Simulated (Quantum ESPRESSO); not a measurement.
# Refining one setting for CrFeO3 (R-3, 10 atoms in the cell)

```cif
data_Cr2Fe2O6
_chemical_formula_sum 'Cr2 Fe2 O6'
_space_group_name_H-M_alt 'P 1'
_space_group_IT_number 1
_cell_length_a 5.50018
_cell_length_b 5.50018
_cell_length_c 5.50018
_cell_angle_alpha 54.972
_cell_angle_beta 54.972
_cell_angle_gamma 54.972
loop_
_space_group_symop_operation_xyz
  'x, y, z'
loop_
_atom_site_label
_atom_site_type_symbol
_atom_site_fract_x
_atom_site_fract_y
_atom_site_fract_z
_atom_site_occupancy
Cr1 Cr 0.35412 0.35412 0.35412 1
Cr2 Cr 0.64588 0.64588 0.64588 1
Fe1 Fe 0.14523 0.14523 0.14523 1
Fe2 Fe 0.85477 0.85477 0.85477 1
O1 O 0.55162 0.93892 0.26852 1
O2 O 0.26852 0.55162 0.93892 1
O3 O 0.93892 0.26852 0.55162 1
O4 O 0.44838 0.06108 0.73148 1
O5 O 0.73148 0.44838 0.06108 1
O6 O 0.06108 0.73148 0.44838 1
```
Moments meant for the start (each program seeds them in its own way; μB, in the order of the atoms Cr Cr Fe Fe O O O O O O): 3.0 3.0 4.0 4.0 0.0 0.0 0.0 0.0 0.0 0.0.

Method: PBEsol, GBRV 1.5 ultrasoft (PBESOL) pseudopotentials (plane waves; Quantum ESPRESSO).

The starting cell comes from a database of published, mostly measured structures (it also holds non-ambient and calculated ones), without a prior relaxation at this level. The magnetic order is the one reached from the typed start; others were not searched systematically. In the base run, with a pressure of about -14 GPa the cell is away from its equilibrium volume at this level. In the base run, forces exceed 1 eV/Å. Without a gap this mesh is coarse (it stands for a supercell whose shortest vector is 15 Å).

Held fixed: occupations = smearing; smearing = gauss; degauss = 0.0099958 Ry; nspin = 2; K_POINTS = automatic 3 3 3 0 0 0; conv_thr = 1e-11 Ry; mixing_beta = 0.3. Moved along with it: ecutrho.

ΔF is the free energy per atom less that of the last row (65 Ry).

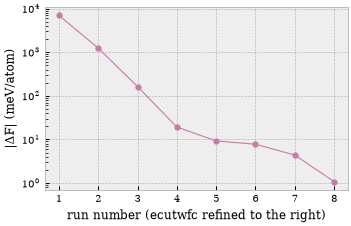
*Size of the energy error against the last run of the series; values under 0.01 meV/atom are drawn at 0.01.*

```json
[
 {"ecutwfc": "20 Ry", "ΔF (meV/atom)": "6954.5", "pressure (GPa)": "-487.48", "largest force (eV/Å)": "1.396", "size of the net moment (μB/atom)": "1.29", "plane waves": "1065", "iterations": "26"},
 {"ecutwfc": "25 Ry", "ΔF (meV/atom)": "1236.3", "pressure (GPa)": "-129.27", "largest force (eV/Å)": "1.112", "size of the net moment (μB/atom)": "1.31", "plane waves": "1507", "iterations": "21"},
 {"ecutwfc": "30 Ry", "ΔF (meV/atom)": "163.0", "pressure (GPa)": "-34.98", "largest force (eV/Å)": "1.483", "size of the net moment (μB/atom)": "1.32", "plane waves": "1957", "iterations": "21"},
 {"ecutwfc": "35 Ry", "ΔF (meV/atom)": "19.2", "pressure (GPa)": "-15.87", "largest force (eV/Å)": "1.384", "size of the net moment (μB/atom)": "1.32", "plane waves": "2471", "iterations": "21"},
 {"ecutwfc": "40 Ry", "ΔF (meV/atom)": "9.3", "pressure (GPa)": "-13.52", "largest force (eV/Å)": "1.374", "size of the net moment (μB/atom)": "1.32", "plane waves": "3006", "iterations": "21"},
 {"ecutwfc": "45 Ry", "ΔF (meV/atom)": "7.8", "pressure (GPa)": "-13.76", "largest force (eV/Å)": "1.372", "size of the net moment (μB/atom)": "1.32", "plane waves": "3592", "iterations": "21"},
 {"ecutwfc": "50 Ry", "ΔF (meV/atom)": "4.4", "pressure (GPa)": "-13.86", "largest force (eV/Å)": "1.373", "size of the net moment (μB/atom)": "1.32", "plane waves": "4202", "iterations": "22"},
 {"ecutwfc": "57 Ry", "ΔF (meV/atom)": "1.08", "pressure (GPa)": "-13.67", "largest force (eV/Å)": "1.372", "size of the net moment (μB/atom)": "1.32", "plane waves": "5115", "iterations": "21"},
 {"ecutwfc": "65 Ry", "ΔF (meV/atom)": "0.00", "pressure (GPa)": "-13.60", "largest force (eV/Å)": "1.372", "size of the net moment (μB/atom)": "1.32", "plane waves": "6226", "iterations": "22"}
]
```

Energy within 5 meV/atom of the last row: from ecutwfc = 50 Ry on; the one before it is off by 7.8 meV/atom.

Largest force within 0.005 eV/Å of the last row: from ecutwfc = 40 Ry on; the one before it is off by 0.012 eV/Å. The value it settles on is 1.372 eV/Å at this level of theory and with the other settings as held.
